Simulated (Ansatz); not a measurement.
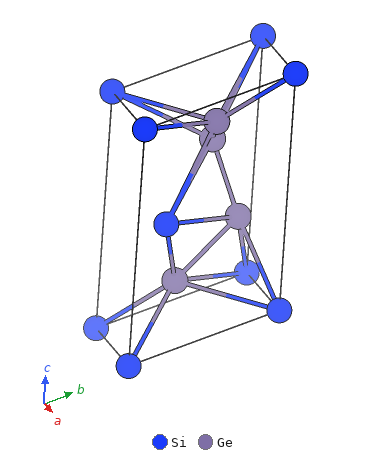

A ball-and-stick rendering, viewed slightly off an axis. Atoms at the boundary of the simulation cell (the box) are drawn once for each face, edge or corner they touch.

```yaml
crystal:
  lattice:
    - [0.00000, 4.21164, 0.00000]
    - [4.21164, 0.00000, 0.00000]
    - [2.10582, 2.10582, -6.52383]
  atoms:
    - { symbol: Si, position: [0.00000, 0.00000, 0.00000] }
    - { symbol: Si, position: [0.75000, 0.25000, 0.50000] }
    - { symbol: Ge, position: [0.41500, 0.41500, 0.17000] }
    - { symbol: Ge, position: [0.16500, 0.66500, 0.67000] }
    - { symbol: Ge, position: [0.33500, 0.83500, 0.33000] }
    - { symbol: Ge, position: [0.58500, 0.58500, 0.83000] }
```

The numbers come from Ansatz 0.2.0, DFT, PAW plane waves, r2SCAN, using a kinetic-energy cutoff of 500 eV, k-point mesh 6×6×6, Gaussian smearing of 0.02 eV, no spin polarisation.

What does a Bader analysis give?

Si +0.06 e; Ge -0.03 e. Little charge moves, as in a metallic or covalent solid.

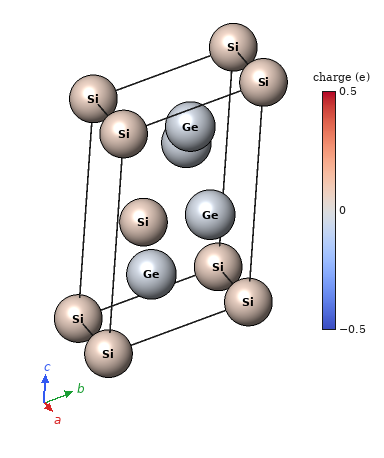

The atoms coloured by those charges.

The picture shows a generated cell, made by putting these elements into a known structure type (the compound may or may not exist in this form); the geometry isn't optimised. It went into a calculation with Ansatz.

At this level of theory the cell isn't at rest (compressed, at 8 GPa and forces up to 1.7 eV/Å), so its distances can differ from those at equilibrium, the more so the softer the solid.
